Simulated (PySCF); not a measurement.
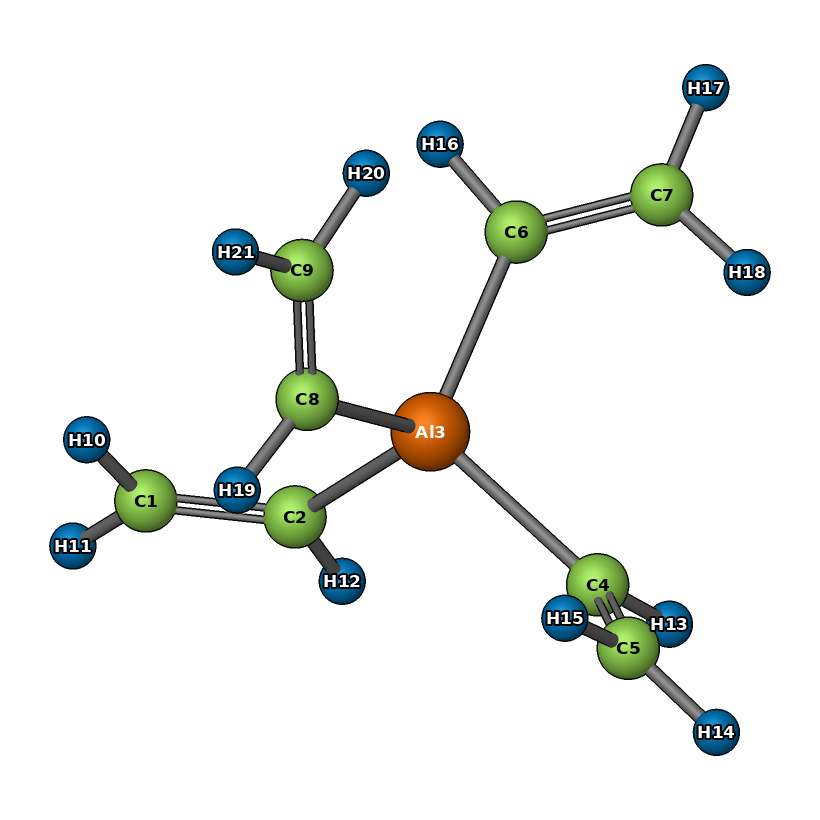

The questions are on isotropic NMR shieldings of the C atoms. State: charge −1, singlet. The geometry was computed by an optimisation with GFN2-xTB. No frequency run is at hand to confirm it as a minimum. Level of theory: GIAO PBE0/pcSseg-1 NMR shielding, non-relativistic, gas phase (PySCF 2.14.0).

List the isotropic NMR shieldings of the C atoms.

```tsv
atom	σ (ppm)
C1	57.8
C2	12.1
C4	14.4
C5	55.2
C6	13.9
C7	55.7
C8	16.4
C9	52.9
```

The geometry is semi-empirical. Around Al such bond lengths and angles can be off by a tenth of an ångström or more and by several degrees, and values that hang on the shape move with them.
